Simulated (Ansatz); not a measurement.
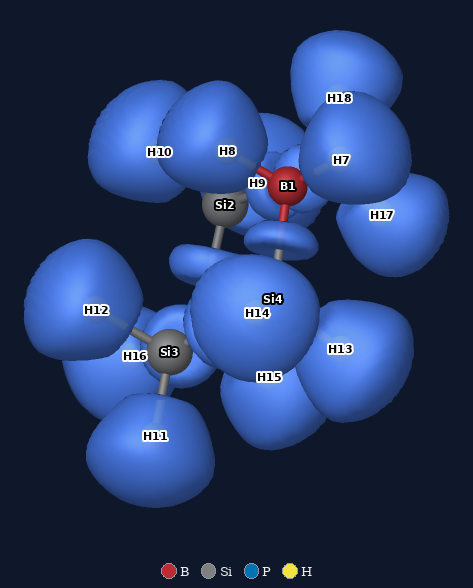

Figure. BH₁₂PSi₄. Isosurface of the ELF at 0.85 (blue), seen at an oblique angle. Only the valence region is drawn (cores and ρ < 0.01 e/Å³ removed).

Geometry: PBE-D4/def2-SVP.

All numbers below come from RKS PBE0-D4/def2-TZVP in Ansatz 0.2.0.

```yaml
atoms:
  - { symbol: B, position_ang: [-0.6038, -0.6284, 1.9081] }
  - { symbol: Si, position_ang: [1.9500, -0.6687, -0.6255] }
  - { symbol: Si, position_ang: [-0.7368, 2.0118, -0.6108] }
  - { symbol: Si, position_ang: [-1.8717, 0.4806, 0.7828] }
  - { symbol: Si, position_ang: [0.6661, 0.7368, -2.0109] }
  - { symbol: P, position_ang: [0.4760, -1.7409, 0.7630] }
  - { symbol: H, position_ang: [-1.2254, -1.3913, 2.6403] }
  - { symbol: H, position_ang: [0.2011, 0.0894, 2.4953] }
  - { symbol: H, position_ang: [2.7519, -1.7346, -1.3252] }
  - { symbol: H, position_ang: [2.8420, 0.0803, 0.3262] }
  - { symbol: H, position_ang: [-1.6032, 2.8748, -1.4958] }
  - { symbol: H, position_ang: [0.1801, 2.9199, 0.1724] }
  - { symbol: H, position_ang: [-2.7380, -0.3146, -0.1739] }
  - { symbol: H, position_ang: [-2.8176, 1.2963, 1.6328] }
  - { symbol: H, position_ang: [-0.1286, -0.1921, -2.8955] }
  - { symbol: H, position_ang: [1.6277, 1.5069, -2.8813] }
  - { symbol: H, position_ang: [-0.2486, -2.5978, -0.1245] }
  - { symbol: H, position_ang: [1.2788, -2.7282, 1.4225] }
```

**Where are the electrons localised?**

The ELF exceeds this value in one region between bonded B–P atoms (shared pairs), one region between bonded B–Si atoms (shared pairs), one region between bonded P–Si atoms (shared pairs), three regions between bonded Si–Si atoms (shared pairs) and twelve regions around hydrogen nuclei. Along the contacts the grid gives the following. B–P (1.93 Å): the ELF peaks at about 0.95 between the atoms, as expected for a covalent bond. Si–B (2.03 Å): the ELF peaks at about 0.95 between the atoms; localised, covalent bonding.
